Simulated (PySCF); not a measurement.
## A study: BF3, SMILES `FB(F)F`

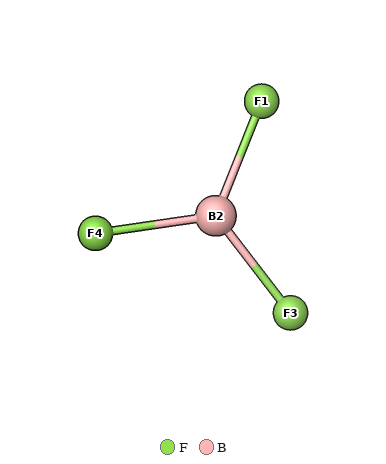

The molecule, with its atoms numbered as below. No frequency check shows the geometry to be a minimum.

Coordinates in Å:

```
F1      -1.2997   -0.0422    0.0000
B2       0.0000    0.0000    0.0000
F3       0.6133    1.1467    0.0000
F4       0.6864   -1.1045    0.0000
```

Part 1: Bonding charge

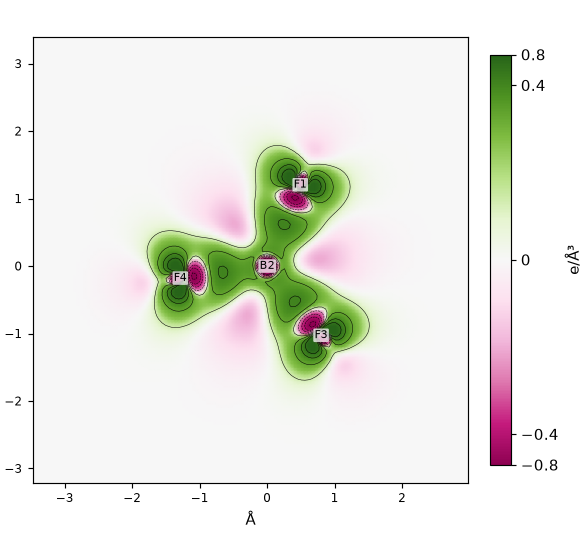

Deformation density (molecule less spherical, spin-averaged free atoms) in the molecular plane; colour scale in e/Å³, logarithmic beyond ±0.1; green: gain, pink: loss.

Method: B3LYP/def2-SVP; geometry: GFN2-xTB; program: PySCF.

Q: How much density has each bond in this plane gained at its critical point, relative to the free atoms?

A: B2–F3, B2–F4 and F1–B2: +0.29 e/Å³ at the bond critical point (bond length 1.30 Å, Mayer order 1.4). In all, 0.7 electrons gather in the regions of gain relative to the promolecule.

Q: Where do the Hirshfeld charges lie?

A: The highest Hirshfeld charge is on B2 (+0.38 e), the lowest on F1, F3 and F4 (−0.13 e).

```csv
atom,charge (e)
F1,−0.13
B2,+0.38
F3,−0.13
F4,−0.13
```

Part 2: Bond critical points

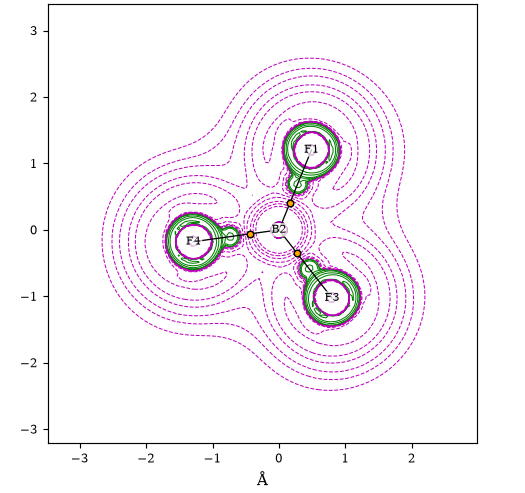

Negative Laplacian of the density (−∇²ρ) in the molecular plane (solid green lines positive, dashed magenta lines negative, contours at ±0.02 to ±8 a.u.), with bond paths and bond critical points (dots).

Q: Sort the bonds in the plane by the sign of ∇²ρ at their critical points.

A: At none is it concentrated. Depleted (∇²ρ > 0): B2–F3, B2–F4 and F1–B2 (+1.50 a.u., H = −0.105). A positive Laplacian with clearly negative H marks a strongly polar covalent bond, whose critical point lies close to the core of the less electronegative atom.

Q: Where along B2–F3 does the critical point lie?

A: 0.44 Å from B2 and 0.86 Å from F3.

Part 3: Local ionisation energy

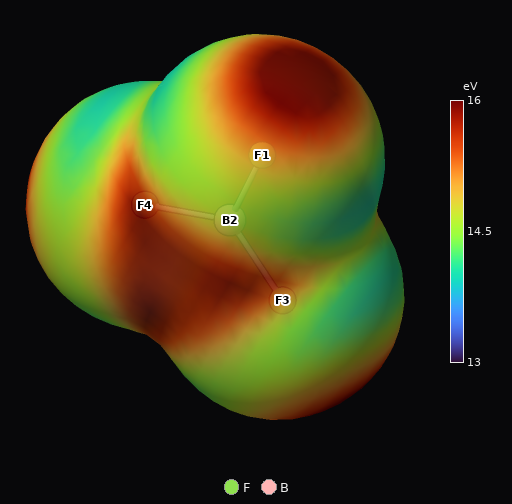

Average local ionisation energy on the surface of electron density 0.001 a.u.

Q: Where are the most loosely bound electrons on this surface?

A: The lowest value is 14.0 eV, 1.6 Å from F1, and at like points elsewhere. For comparison, the highest occupied orbital lies at −11.6 eV.

Part 4: Removing or adding an electron

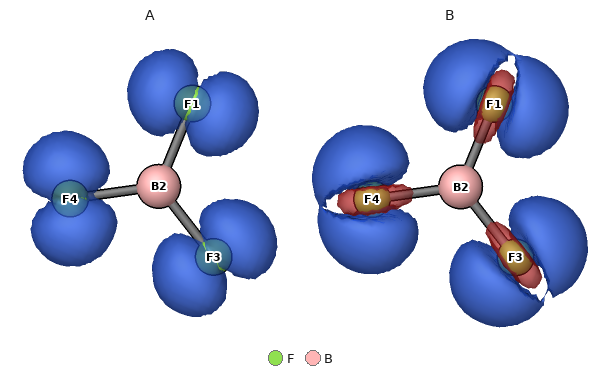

The Fukui function f⁻ from two separate SCF calculations and the density of the HOMO, at ±0.03 e/Å³ (blue positive, red negative).

Method: PBE/6-31+G*; geometry: GFN2-xTB; program: PySCF.

Q: Which panel is which, and how good is the frozen-orbital picture?

A: B is f⁻ (it has negative regions), A the HOMO density. The HOMO lies on F1, F3 and F4 (32 % each); f⁻ (Hirshfeld-condensed) is largest on F1, F3 and F4 (0.28 each) and B2 (0.17); the vertical ionisation energy is 14.49 eV. Relaxation shifts 12 % of the electron between atoms. The orbital energy is −10.06 eV.

Part 5: Stretching a bond

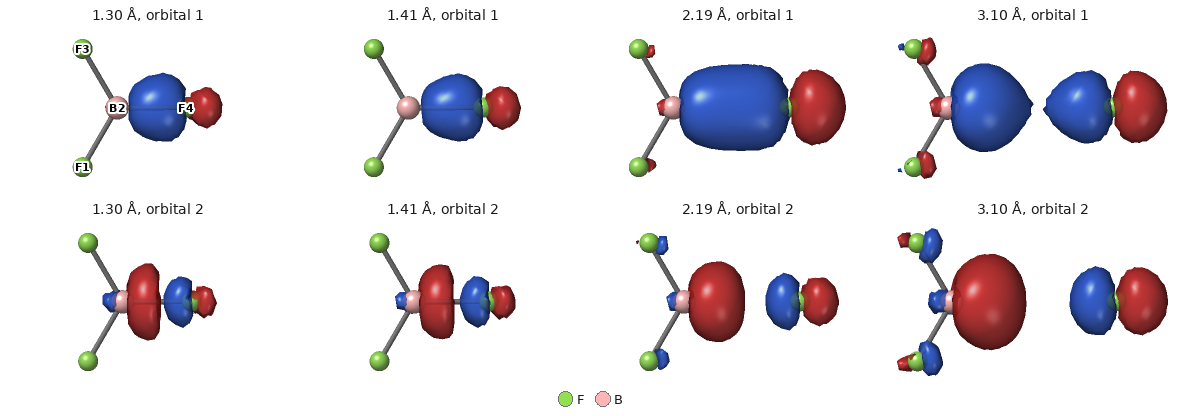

Rigid stretch of the B2–F4 bond. The two CASSCF(2,2) natural orbitals nearest half filling (orbital 1 the more occupied).

Computed with PySCF, def2-SVPD basis, geometry: GFN2-xTB.

Q: How do the occupations change along the stretch?

A: 1.30 Å: 1.99 and 0.01; 1.41 Å: 1.98 and 0.02; 2.19 Å: 1.86 and 0.14; 3.10 Å: 1.33 and 0.67. At the longest distance computed (3.95 Å) they are 1.09 and 0.91, and the effective number of unpaired electrons is 2.0.

Q: Where does the UHF solution part from RHF?

A: Between 1.90 Å (⟨S²⟩ = 0, the two coincide) and 2.19 Å (⟨S²⟩ = 0.49); at 3.95 Å ⟨S²⟩ is 1.00 and UHF lies 4.7 eV below RHF.
